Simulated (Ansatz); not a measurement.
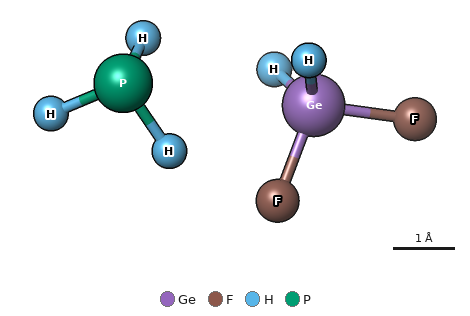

The starting structure (ball-and-stick view, seen at a tilt). Sticks mark near contacts.

## Geometry relaxation of GePH5F2 (part 1 of 2)

The run: geometry relaxation of GePH5F2. Method and program: RKS B3LYP/def2-SVP (Ansatz 0.2.0).

It belongs to a series of runs on one base structure; here: end point A relaxed.

## Output
```
The last accepted step is kept in [file] (removed where the run ends without a failure and the disk answers)
Engine: ansatz 0.2.0, aarch64-unknown-linux-gnu
Functional definition: B3LYP
  parameter a0 = 0.2
  parameter ax = 0.72
  parameter ac = 0.81
  exchange = (1 - a0 - ax)*slater_x + ax*b88_x + a0*exact_x
  correlation = (1 - ac)*vwn_rpa_c + ac*lyp_c
1071 factors; integrals over basis functions are off by at most 4.1e-4 eV
mean field evaluation 1: about -71307.4635 eV, gradient 4.7e1 eV
mean field evaluation 2: about -71300.1788 eV, gradient 8.5e1 eV
mean field evaluation 4: about -71310.8722 eV, gradient 1.9e0 eV
mean field evaluation 8: about -71310.8884 eV, gradient 3.5e-2 eV
mean field -71310.88843946 eV, -2620.6268138939 hartree, gradient 5.1e-5 eV, S^2 0.000000; 0 other end points of the search recorded, 0 dependent functions left out
the calculation of the forces begins
reference -71310.88867657 eV, -2620.6268226076 hartree; 35, 35 occupied and 68, 68 virtual orbitals, 1071 factors
relax step   1: F+E_penalty+E_count = -71310.88843946 eV  Δ(F+E_penalty+E_count) = +0.000e0 eV  max|allowed force component| = 1.115e0 eV/Å  Δτ_max = 0.0000 Å  (24 SCF iters, accepted)
these checks for a lower state are left out or cut short: starts, cluster_reference, orbital_swaps, neighbouring_geometries, increment
1071 factors; integrals over basis functions are off by at most 3.2e-4 eV
mean field evaluation 16: about -71310.9914 eV, gradient 5.9e-2 eV
mean field -71311.00071534 eV, -2620.6309399565 hartree, gradient 7.6e-5 eV, S^2 0.000000; 0 other end points of the search recorded, 0 dependent functions left out
[... from here on the field's lines of each further geometry are left out, up to the last ...]
relax step   2: F+E_penalty+E_count = -71311.00071534 eV  Δ(F+E_penalty+E_count) = -1.123e-1 eV  max|allowed force component| = 4.000e-1 eV/Å  Δτ_max = 0.1935 Å  (24 SCF iters, accepted)
relax step   3: F+E_penalty+E_count = -71310.99569108 eV  Δ(F+E_penalty+E_count) = +5.024e-3 eV  max|allowed force component| = 2.254e-1 eV/Å  Δτ_max = 0.0944 Å  (25 SCF iters, rejected (line search))
relax step   4: F+E_penalty+E_count = -71311.01215871 eV  Δ(F+E_penalty+E_count) = -1.144e-2 eV  max|allowed force component| = 8.771e-2 eV/Å  Δτ_max = 0.0466 Å  (28 SCF iters, accepted)
relax step   5: F+E_penalty+E_count = -71311.02331760 eV  Δ(F+E_penalty+E_count) = -1.116e-2 eV  max|allowed force component| = 7.558e-2 eV/Å  Δτ_max = 0.0963 Å  (25 SCF iters, accepted)
relax step   6: F+E_penalty+E_count = -71311.02836359 eV  Δ(F+E_penalty+E_count) = -5.046e-3 eV  max|allowed force component| = 2.680e-1 eV/Å  Δτ_max = 0.1170 Å  (27 SCF iters, accepted)
relax step   7: F+E_penalty+E_count = -71311.03727302 eV  Δ(F+E_penalty+E_count) = -8.909e-3 eV  max|allowed force component| = 3.436e-2 eV/Å  Δτ_max = 0.1828 Å  (27 SCF iters, accepted)
relax step   8: F+E_penalty+E_count = -71311.02759225 eV  Δ(F+E_penalty+E_count) = +9.681e-3 eV  max|allowed force component| = 6.067e-1 eV/Å  Δτ_max = 0.1955 Å  (28 SCF iters, rejected (line search))
relax step   9: F+E_penalty+E_count = -71311.04104111 eV  Δ(F+E_penalty+E_count) = -3.768e-3 eV  max|allowed force component| = 4.237e-2 eV/Å  Δτ_max = 0.0819 Å  (25 SCF iters, accepted)
relax step  10: F+E_penalty+E_count = -71311.04395549 eV  Δ(F+E_penalty+E_count) = -2.914e-3 eV  max|allowed force component| = 1.484e-1 eV/Å  Δτ_max = 0.0975 Å  (28 SCF iters, accepted)
relax step  11: F+E_penalty+E_count = -71311.04566049 eV  Δ(F+E_penalty+E_count) = -1.705e-3 eV  max|allowed force component| = 1.597e-1 eV/Å  Δτ_max = 0.0660 Å  (25 SCF iters, accepted)
relax step  12: F+E_penalty+E_count = -71311.04769176 eV  Δ(F+E_penalty+E_count) = -2.031e-3 eV  max|allowed force component| = 1.470e-1 eV/Å  Δτ_max = 0.0993 Å  (25 SCF iters, accepted)
relax step  13: F+E_penalty+E_count = -71311.04943502 eV  Δ(F+E_penalty+E_count) = -1.743e-3 eV  max|allowed force component| = 1.330e-1 eV/Å  Δτ_max = 0.0984 Å  (25 SCF iters, accepted)
relax step  14: F+E_penalty+E_count = -71311.05101872 eV  Δ(F+E_penalty+E_count) = -1.584e-3 eV  max|allowed force component| = 1.575e-1 eV/Å  Δτ_max = 0.1042 Å  (24 SCF iters, accepted)
relax step  15: F+E_penalty+E_count = -71311.05248849 eV  Δ(F+E_penalty+E_count) = -1.470e-3 eV  max|allowed force component| = 1.413e-1 eV/Å  Δτ_max = 0.0753 Å  (24 SCF iters, accepted)
relax step  16: F+E_penalty+E_count = -71311.05437818 eV  Δ(F+E_penalty+E_count) = -1.890e-3 eV  max|allowed force component| = 1.297e-1 eV/Å  Δτ_max = 0.1077 Å  (24 SCF iters, accepted)
relax step  17: F+E_penalty+E_count = -71311.05564564 eV  Δ(F+E_penalty+E_count) = -1.267e-3 eV  max|allowed force component| = 1.467e-1 eV/Å  Δτ_max = 0.1197 Å  (24 SCF iters, accepted)
relax step  18: F+E_penalty+E_count = -71311.05670104 eV  Δ(F+E_penalty+E_count) = -1.055e-3 eV  max|allowed force component| = 1.171e-1 eV/Å  Δτ_max = 0.0517 Å  (27 SCF iters, accepted)
relax step  19: F+E_penalty+E_count = -71311.05828417 eV  Δ(F+E_penalty+E_count) = -1.583e-3 eV  max|allowed force component| = 5.769e-2 eV/Å  Δτ_max = 0.1136 Å  (25 SCF iters, accepted)
relax step  20: F+E_penalty+E_count = -71311.05924227 eV  Δ(F+E_penalty+E_count) = -9.581e-4 eV  max|allowed force component| = 9.700e-2 eV/Å  Δτ_max = 0.1436 Å  (27 SCF iters, accepted)
relax step  21: F+E_penalty+E_count = -71311.05998863 eV  Δ(F+E_penalty+E_count) = -7.464e-4 eV  max|allowed force component| = 8.308e-2 eV/Å  Δτ_max = 0.0275 Å  (28 SCF iters, accepted)
relax step  22: F+E_penalty+E_count = -71311.06079113 eV  Δ(F+E_penalty+E_count) = -8.025e-4 eV  max|allowed force component| = 3.446e-2 eV/Å  Δτ_max = 0.0685 Å  (25 SCF iters, accepted)
relax step  23: F+E_penalty+E_count = -71311.06089993 eV  Δ(F+E_penalty+E_count) = -1.088e-4 eV  max|allowed force component| = 1.395e-1 eV/Å  Δτ_max = 0.1768 Å  (27 SCF iters, accepted)
relax step  24: F+E_penalty+E_count = -71311.06180062 eV  Δ(F+E_penalty+E_count) = -9.007e-4 eV  max|allowed force component| = 3.431e-2 eV/Å  Δτ_max = 0.0426 Å  (28 SCF iters, accepted)
relax step  25: F+E_penalty+E_count = -71311.06209151 eV  Δ(F+E_penalty+E_count) = -2.909e-4 eV  max|allowed force component| = 2.022e-2 eV/Å  Δτ_max = 0.0334 Å  (28 SCF iters, accepted)
relax step  26: F+E_penalty+E_count = -71311.06229774 eV  Δ(F+E_penalty+E_count) = -2.062e-4 eV  max|allowed force component| = 9.299e-2 eV/Å  Δτ_max = 0.1296 Å  (28 SCF iters, accepted)
relax step  27: F+E_penalty+E_count = -71311.06273877 eV  Δ(F+E_penalty+E_count) = -4.410e-4 eV  max|allowed force component| = 3.398e-2 eV/Å  Δτ_max = 0.0136 Å  (29 SCF iters, accepted)
relax step  28: F+E_penalty+E_count = -71311.06303598 eV  Δ(F+E_penalty+E_count) = -2.972e-4 eV  max|allowed force component| = 1.715e-2 eV/Å  Δτ_max = 0.0397 Å  (25 SCF iters, accepted)
relax step  29: F+E_penalty+E_count = -71311.06221722 eV  Δ(F+E_penalty+E_count) = +8.188e-4 eV  max|allowed force component| = 1.870e-1 eV/Å  Δτ_max = 0.1556 Å  (28 SCF iters, rejected (line search))
relax step  30: F+E_penalty+E_count = -71311.06342123 eV  Δ(F+E_penalty+E_count) = -3.853e-4 eV  max|allowed force component| = 3.039e-2 eV/Å  Δτ_max = 0.0758 Å  (23 SCF iters, accepted)
relax step  31: F+E_penalty+E_count = -71311.06307677 eV  Δ(F+E_penalty+E_count) = +3.445e-4 eV  max|allowed force component| = 1.299e-1 eV/Å  Δτ_max = 0.0985 Å  (25 SCF iters, rejected (line search))
relax step  32: F+E_penalty+E_count = -71311.06364222 eV  Δ(F+E_penalty+E_count) = -2.210e-4 eV  max|allowed force component| = 3.461e-2 eV/Å  Δτ_max = 0.0481 Å  (24 SCF iters, accepted)
relax step  33: F+E_penalty+E_count = -71311.06381464 eV  Δ(F+E_penalty+E_count) = -1.724e-4 eV  max|allowed force component| = 3.345e-2 eV/Å  Δτ_max = 0.0481 Å  (25 SCF iters, accepted)
relax step  34: F+E_penalty+E_count = -71311.06392176 eV  Δ(F+E_penalty+E_count) = -1.071e-4 eV  max|allowed force component| = 5.281e-2 eV/Å  Δτ_max = 0.0555 Å  (25 SCF iters, accepted)
relax step  35: F+E_penalty+E_count = -71311.06400716 eV  Δ(F+E_penalty+E_count) = -8.540e-5 eV  max|allowed force component| = 5.059e-2 eV/Å  Δτ_max = 0.0143 Å  (25 SCF iters, accepted)
relax step  36: F+E_penalty+E_count = -71311.06425440 eV  Δ(F+E_penalty+E_count) = -2.472e-4 eV  max|allowed force component| = 5.302e-2 eV/Å  Δτ_max = 0.0609 Å  (25 SCF iters, accepted)
relax step  37: F+E_penalty+E_count = -71311.06392218 eV  Δ(F+E_penalty+E_count) = +3.322e-4 eV  max|allowed force component| = 1.509e-1 eV/Å  Δτ_max = 0.1179 Å  (28 SCF iters, rejected (line search))
relax step  38: F+E_penalty+E_count = -71311.06451964 eV  Δ(F+E_penalty+E_count) = -2.652e-4 eV  max|allowed force component| = 1.607e-2 eV/Å  Δτ_max = 0.0572 Å  (25 SCF iters, accepted)
relax step  39: F+E_penalty+E_count = -71311.06462535 eV  Δ(F+E_penalty+E_count) = -1.057e-4 eV  max|allowed force component| = 6.418e-2 eV/Å  Δτ_max = 0.0985 Å  (24 SCF iters, accepted)
the calculation of the forces begins
reference -71311.06509957 eV, -2620.6333060331 hartree; 35, 35 occupied and 68, 68 virtual orbitals, 1071 factors
relax step  40: F+E_penalty+E_count = -71311.06481918 eV  Δ(F+E_penalty+E_count) = -1.938e-4 eV  max|allowed force component| = 1.881e-2 eV/Å  Δτ_max = 0.0138 Å  (28 SCF iters, accepted)
1071 factors; integrals over basis functions are off by at most 4.1e-4 eV
mean field evaluation 256: about -71311.0648 eV, gradient 2.9e-4 eV
```

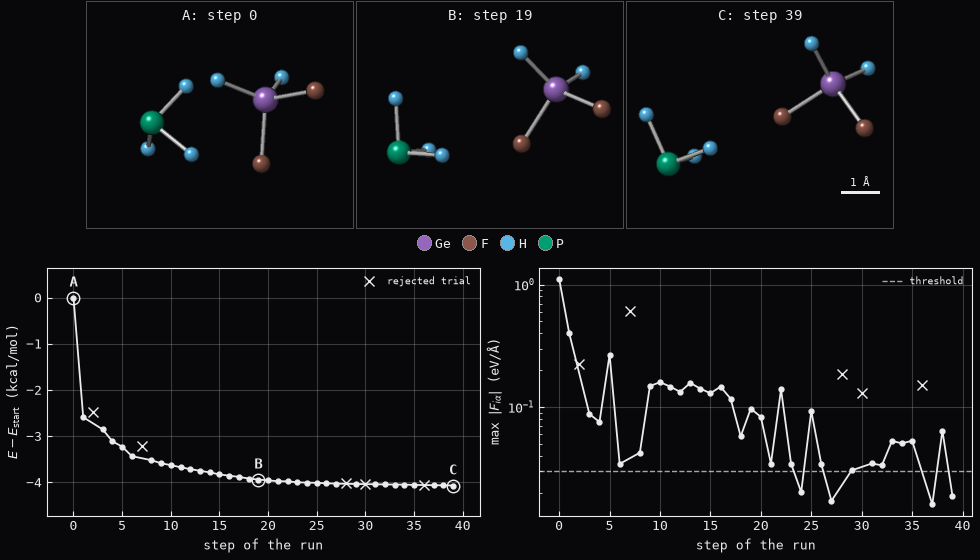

Frames of the relaxation (ball-and-stick view, seen at a tilt) above the curves, on which the letters mark them (the first geometry is step 0 here and step 1 in the log).

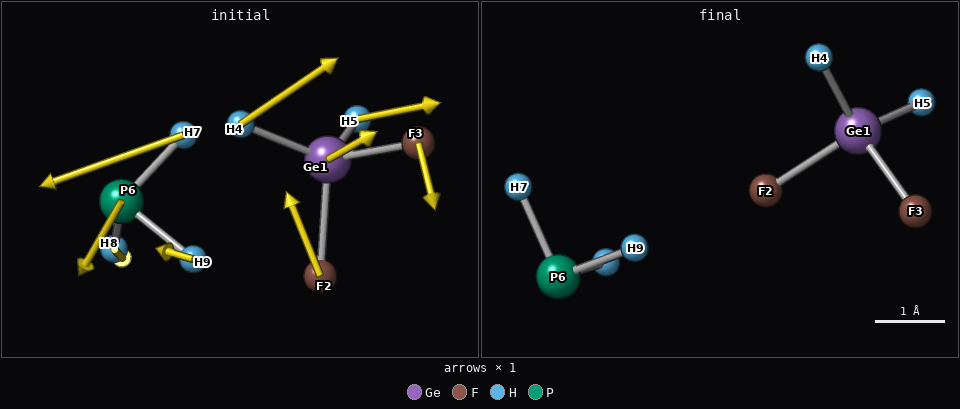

Before (left) and after (right) the relaxation, at one scale (ball-and-stick view, seen at a tilt). The yellow arrows give the displacements, at true length. After 39 geometry steps the energy has fallen by 4.07 kcal/mol. The largest force component goes from 1.1 to 0.019 eV/Å. The line search rejected the trial steps at points 2, 7, 28, 30, 36 (counted from 0) and went back. The atom that moves furthest after the best rigid fit is H7 (2.26 Å). By element the largest moves are H 2.26 Å, P 1.46 Å, F 1.35 Å, Ge 0.96 Å. Distances before and after: Ge1–F2 1.712 → 1.741 Å, P6–H9 1.423 → 1.429 Å, Ge1–F3 1.740 → 1.735 Å. (Atoms are counted from 1 in the order of the input.)

```
mean field -71311.06481918 eV, -2620.6332957290 hartree, gradient 9.9e-6 eV, S^2 0.000000; 1 other end points of the search recorded, 0 dependent functions left out
the calculation of the forces begins
reference -71311.06509957 eV, -2620.6333060331 hartree; 35, 35 occupied and 68, 68 virtual orbitals, 1071 factors
Total energy: -71311.06509957 eV, -2620.6333060331 hartree
Atom 0 at     0.955131    -0.149055    -0.719403 Å, force     0.000928     0.008686     0.010259 eV/Å
Atom 1 at    -0.290785     0.098358     0.471127 Å, force     0.009287    -0.001686    -0.010945 eV/Å
Atom 2 at     2.434045     0.269994     0.086195 Å, force    -0.013958    -0.003632    -0.006706 eV/Å
Atom 3 at     0.726938     0.859829    -1.849316 Å, force     0.002479    -0.005782     0.006870 eV/Å
Atom 4 at     0.999165    -1.645069    -1.044340 Å, force     0.001050     0.002238    -0.000272 eV/Å
Atom 5 at    -3.576996     0.116134     2.596372 Å, force     0.006507    -0.000311    -0.018805 eV/Å
Atom 6 at    -4.380742     0.326280     1.430980 Å, force     0.005870    -0.001094     0.010425 eV/Å
Atom 7 at    -3.715739    -1.305961     2.525997 Å, force     0.000855     0.002008     0.000932 eV/Å
Atom 8 at    -2.355316     0.117391     1.855088 Å, force    -0.013018    -0.000427     0.008243 eV/Å
Dipole moment:     0.044454    -0.247646    -0.683035 e Å
```
